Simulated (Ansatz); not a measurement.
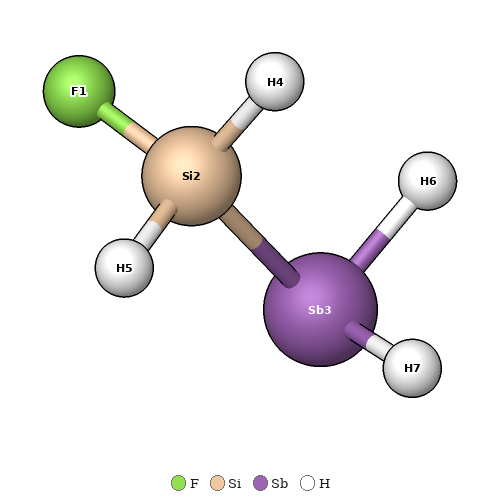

The system is FH₄SbSi, SMILES F[SiH2][SbH2]; the picture shows the grid point nearest to the relaxed geometry. Two internal coordinates are moved rigidly from the geometry relaxed at PBE0-D4/def2-TZVP, all others fixed. First axis: bond Sb3–H7. Second axis: angle H7–Sb3–Si2. Grid: 7 × 7 points. Points are written as (first, second). All energies are given in kJ/mol relative to the lowest grid point. All numbers below come from RKS PBE-D4/def2-TZVPP (Ansatz 0.2.0).

Its coordinates:

```yaml
atoms:
  - { symbol: F, position_ang: [-2.0303, 0.8523, -0.3250] }
  - { symbol: Si, position_ang: [-0.7337, -0.0674, -0.5557] }
  - { symbol: Sb, position_ang: [1.2457, 0.9658, 0.7182] }
  - { symbol: H, position_ang: [-1.0802, -1.4396, -0.1089] }
  - { symbol: H, position_ang: [-0.4398, -0.0766, -2.0123] }
  - { symbol: H, position_ang: [0.8318, 0.0978, 2.1298] }
  - { symbol: H, position_ang: [2.1727, -0.2881, 0.1727] }
```

Range: bond Sb3–H7 from 1.471 to 2.224 Å; angle H7–Sb3–Si2 from 63.9 to 111.9°.

### Predict the map.

The lowest grid point is at (1.777 Å, 87.9°). The bottom of the well lies between grid points, at about (1.727 Å, 87°), about 1.6 kJ/mol lower on the interpolated surface. No other kind of well shows on this grid. The highest grid point, (2.224 Å, 111.9°), lies 102 kJ/mol above the lowest. Round the minimum the two coordinates are weakly coupled (coupling 0.07 in units of the two stiffnesses).

```
angle H7–Sb3–Si2 ↓, bond Sb3–H7 →  1.471  1.545  1.652  1.777  1.916  2.065  2.224
                            111.9     77     45     23     22     38     67    102
                            103.9     66     34     12     10     27     55     91
                             95.9     60     27      5      3     19     48     83
                             87.9     58     25      2      0     16     44     79
                             79.9     62     29      5      2     16     44     78
                             71.9     71     37     12      7     21     47     80
                             63.9     85     50     24     18     29     53     84
```

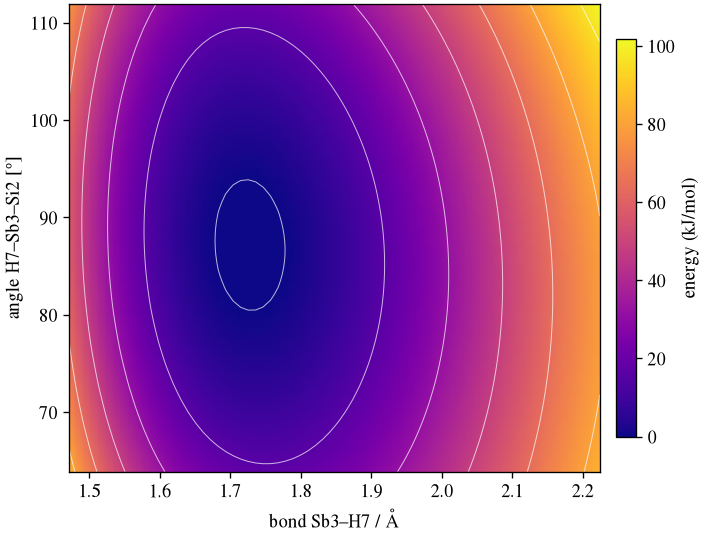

Drawn: a smooth colour map with a few white contour lines. Between grid points the surface is interpolated.
